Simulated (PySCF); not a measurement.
# C6H14S2 (SMILES CCCSSCCC) at 6 levels

Aim: a comparison of 6 runs (HF/STO-3G, B3LYP/6-31G*, B2PLYP/def2-SVP, BLYP/def2-SVP, PBE/def2-SVP, SCS-MP2/def2-SVP) of C6H14S2. Input form: a Python script.

The calculation is run with PySCF 2.14.0.

1 further run of the same task is left out (set aside as unsound or not needed).

### 1 Starting point

The species is C6H14S2 (22 atoms), meant as a singlet with charge 0. As SMILES, `CCCSSCCC`. The shape is that of a PBE0-D4/def2-TZVP optimisation. This is one conformer, not always the lowest.

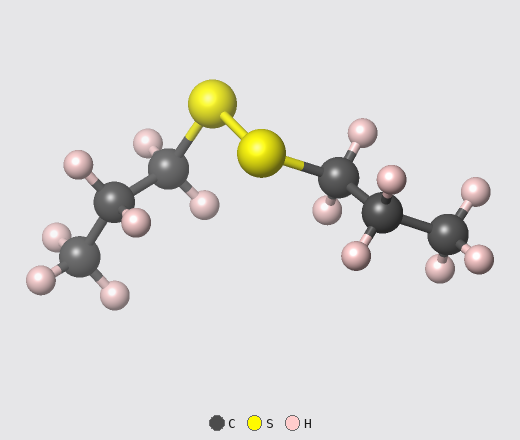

Viewed from a chosen angle; carbon dark grey, sulfur yellow, hydrogen pink.

### 2 A single-point energy at HF/STO-3G (run 1)

Input file input.py:

```python
# propyl disulfide
from pyscf import gto, scf

mol = gto.M(
    atom=[
    ('C', (-1.483940, -3.638660, 0.779260)),
    ('C', (-1.855180, -2.264800, 0.245420)),
    ('C', (-1.065940, -1.161950, 0.928340)),
    ('S', (-1.563530, 0.443660, 0.240970)),
    ('S', (-0.482990, 1.771020, 1.328800)),
    ('C', (1.087510, 1.886730, 0.429290)),
    ('C', (0.978060, 2.520990, -0.941970)),
    ('C', (2.318600, 2.573940, -1.656190)),
    ('H', (-1.679550, -3.711280, 1.852260)),
    ('H', (-0.423510, -3.851510, 0.620010)),
    ('H', (-2.059090, -4.422500, 0.281910)),
    ('H', (-1.677240, -2.224180, -0.834160)),
    ('H', (-2.925440, -2.085230, 0.389510)),
    ('H', (0.006330, -1.300350, 0.769900)),
    ('H', (-1.256700, -1.148850, 2.003490)),
    ('H', (1.722160, 2.486510, 1.091660)),
    ('H', (1.534600, 0.890570, 0.372490)),
    ('H', (0.260050, 1.947590, -1.535850)),
    ('H', (0.562190, 3.527450, -0.836540)),
    ('H', (3.050250, 3.156980, -1.089770)),
    ('H', (2.732210, 1.571320, -1.796300)),
    ('H', (2.221180, 3.032590, -2.642540)),
],
    basis='sto-3g',
    max_memory=1860,
    verbose=3,
)

mf = scf.RHF(mol)
mf.conv_tol = 1e-10
mf.kernel()
if not mf.converged:
    mf = mf.newton().run(mf.mo_coeff, mf.mo_occ)

e_tot = mf.e_tot
print('E(%s) = %.9f' % ('HF', e_tot))
```

On the command line:

```sh
$ OMP_NUM_THREADS=1 python input.py
```

Output:

```text
converged SCF energy = -1018.9801868879
E(HF) = -1018.980186888
```

Run time: 2.3 s. Hardware: 1 thread of Intel Xeon at 2.70GHz, shared host; peak memory 0.12 GiB.

### 3 A single-point energy at B3LYP/6-31G(d) (spherical functions) (run 2)

Input file run.py:

```python
from pyscf import gto, dft

mol = gto.M(
    atom='''
C       -1.483940      -3.638660       0.779260
C       -1.855180      -2.264800       0.245420
C       -1.065940      -1.161950       0.928340
S       -1.563530       0.443660       0.240970
S       -0.482990       1.771020       1.328800
C        1.087510       1.886730       0.429290
C        0.978060       2.520990      -0.941970
C        2.318600       2.573940      -1.656190
H       -1.679550      -3.711280       1.852260
H       -0.423510      -3.851510       0.620010
H       -2.059090      -4.422500       0.281910
H       -1.677240      -2.224180      -0.834160
H       -2.925440      -2.085230       0.389510
H        0.006330      -1.300350       0.769900
H       -1.256700      -1.148850       2.003490
H        1.722160       2.486510       1.091660
H        1.534600       0.890570       0.372490
H        0.260050       1.947590      -1.535850
H        0.562190       3.527450      -0.836540
H        3.050250       3.156980      -1.089770
H        2.732210       1.571320      -1.796300
H        2.221180       3.032590      -2.642540
''',
    verbose=4,
    basis='6-31g*',
    max_memory=1860,
)

myscf = dft.RKS(mol)
myscf.xc = 'b3lyp'
myscf.conv_tol = 1e-10
myscf.grids.level = 5
myscf.kernel()
if not myscf.converged:
    myscf = myscf.newton().run(myscf.mo_coeff, myscf.mo_occ)

etot = myscf.e_tot
print('E = %.10f Eh' % etot)
```

On the command line:

```sh
$ OMP_NUM_THREADS=1 python run.py
```

Output:

```text
PySCF version 2.14.0

[... 92 lines left out ...]
converged SCF energy = -1033.453101174
E = -1033.4531011740 Eh
```

It took 99 s on 1 thread of Intel Xeon at 2.70GHz, shared host; peak memory 1.1 GiB.

### 4 The energy at B2PLYP/def2-SVP (run 3)

run.py: that of step 3 with these lines changed.

```diff
@@ -1,2 +1,2 @@
-from pyscf import gto, dft
+from pyscf import gto, dft, mp
 
@@ -28,3 +28,4 @@
     verbose=4,
-    basis='6-31g*',
+    spin=0,
+    basis='def2-svp',
     max_memory=1860,
@@ -32,11 +33,13 @@
 
-myscf = dft.RKS(mol)
-myscf.xc = 'b3lyp'
-myscf.conv_tol = 1e-10
-myscf.grids.level = 5
-myscf.kernel()
-if not myscf.converged:
-    myscf = myscf.newton().run(myscf.mo_coeff, myscf.mo_occ)
+ks = dft.RKS(mol)
+ks.xc = '0.53*HF + 0.47*B88, 0.73*LYP'
+ks.conv_tol = 1e-10
+ks.grids.level = 5
+ks.kernel()
+if not ks.converged:
+    ks = ks.newton().run(ks.mo_coeff, ks.mo_occ)
 
-etot = myscf.e_tot
-print('E = %.10f Eh' % etot)
+pt = mp.MP2(ks, frozen=16).run()
+etot = ks.e_tot + 0.27 * pt.e_corr
+print('PT2 part  %.8f' % (0.27 * pt.e_corr))
+print('E(%s) = %.9f' % ('B2PLYP', etot))
```

On the command line:

```sh
$ OMP_NUM_THREADS=1 python run.py
```

Output:

```text
PySCF version 2.14.0

[... 92 lines left out ...]
converged SCF energy = -1032.08780464832
[... 1 line left out ...]
******** <class 'pyscf.mp.mp2.RMP2'> ********
nocc = 25, nmo = 174
frozen orbitals 16
E(RMP2) = -1033.4668796914  E_corr = -1.37907504307932
E(SCS-RMP2) = -1033.46120840093  E_corr = -1.37340375260748
E_corr(same-spin) = -0.324791883562744
E_corr(oppo-spin) = -1.05428315951658
PT2 part  -0.37235026
E(B2PLYP) = -1032.460154910
```

It took 2.6 min on 1 thread of Intel Xeon at 2.70GHz, shared host; peak memory 2.7 GiB.

Runs 4 to 5 aren't shown in full; the table further down has their settings and results.

### 5 A single-point energy at SCS-MP2/def2-SVP (run 6)

Input file run.py:

```python
# propyl disulfide
from pyscf import gto, mp

molecule = gto.Mole()
molecule.atom = '''
C   -1.483940  -3.638660   0.779260
C   -1.855180  -2.264800   0.245420
C   -1.065940  -1.161950   0.928340
S   -1.563530   0.443660   0.240970
S   -0.482990   1.771020   1.328800
C    1.087510   1.886730   0.429290
C    0.978060   2.520990  -0.941970
C    2.318600   2.573940  -1.656190
H   -1.679550  -3.711280   1.852260
H   -0.423510  -3.851510   0.620010
H   -2.059090  -4.422500   0.281910
H   -1.677240  -2.224180  -0.834160
H   -2.925440  -2.085230   0.389510
H    0.006330  -1.300350   0.769900
H   -1.256700  -1.148850   2.003490
H    1.722160   2.486510   1.091660
H    1.534600   0.890570   0.372490
H    0.260050   1.947590  -1.535850
H    0.562190   3.527450  -0.836540
H    3.050250   3.156980  -1.089770
H    2.732210   1.571320  -1.796300
H    2.221180   3.032590  -2.642540
'''
molecule.basis = 'def2-svp'
molecule.max_memory = 1860
molecule.verbose = 3
molecule.build()

myscf = molecule.RHF()
myscf.conv_tol = 1e-10
myscf.kernel()
if not myscf.converged:
    myscf = myscf.newton().run(myscf.mo_coeff, myscf.mo_occ)

pt = mp.MP2(myscf, frozen=16).run()
e_final = myscf.e_tot + 1.2 * pt.e_corr_os + pt.e_corr_ss / 3
print('Final energy', e_final)
```

On the command line:

```sh
$ OMP_NUM_THREADS=1 python run.py
```

Output:

```text
converged SCF energy = -1030.00354067993
E(RMP2) = -1031.13157452418  E_corr = -1.12803384425165
E(SCS-RMP2) = -1031.12956970616  E_corr = -1.12602902622958
Final energy -1031.1295697061598
```

Run time: 68 s. Hardware: 1 thread of Intel Xeon at 2.70GHz, shared host; peak memory 2.6 GiB.

### 6 Overview of the runs

| run | level | integration grid | frozen core orbitals | energy (Eh) | dipole moment (D) of the reference | HOMO energy (eV) | LUMO energy (eV) | wall time |
| --- | --- | --- | --- | --- | --- | --- | --- | --- |
| 1 | HF/STO-3G | – | – | -1018.980187 | 1.29 | -6.62 | 9.85 | 2.3 s |
| 2 | B3LYP/6-31G* (spherical functions) | 5 | – | -1033.453101 | 2.30 | -6.25 | -0.09 | 99 s |
| 3 | B2PLYP/def2-SVP | 5 | 16 | -1032.460155 | 2.12 | -7.52 | 1.81 | 2.6 min |
| 4 | BLYP/def2-SVP | 5 | – | -1032.856983 | 1.89 | -5.09 | -0.54 | 2.1 min |
| 5 | PBE/def2-SVP | 5 | – | -1032.352466 | 2.04 | -5.30 | -0.77 | 2.2 min |
| 6 | SCS-MP2/def2-SVP | – | 16 | -1031.129570 | 2.29 | -9.31 | 4.28 | 68 s |

### 7 What came out

| quantity | value |
| --- | --- |
| run 6: total energy | -1031.12957 Eh |
| run 6: dipole moment (Hartree–Fock density) | 2.29 D |
| run 6: HOMO energy (Hartree–Fock orbitals) | -9.31 eV |
| run 6: LUMO energy (Hartree–Fock orbitals) | 4.28 eV |
| run 6: HOMO–LUMO gap (Hartree–Fock orbitals) | 13.59 eV |
| run 6: correlation energy (16 core orbitals frozen) | -1126.0 mEh |

Over runs 1, 2, 3, 4, 5 the dipole moment (its size) runs from 1.29 D (HF/STO-3G) to 2.30 D (B3LYP/6-31G*). The two ends differ in method and basis. Over runs 1, 2, 3, 4, 5 the HOMO–LUMO gap runs from 4.53 eV (PBE/def2-SVP) to 16.47 eV (HF/STO-3G). Totals of different functionals can't be ranked against each other. In run 1 the basis is minimal, so the values are rough. All runs together took 9.8 min, the longest 2.6 min.
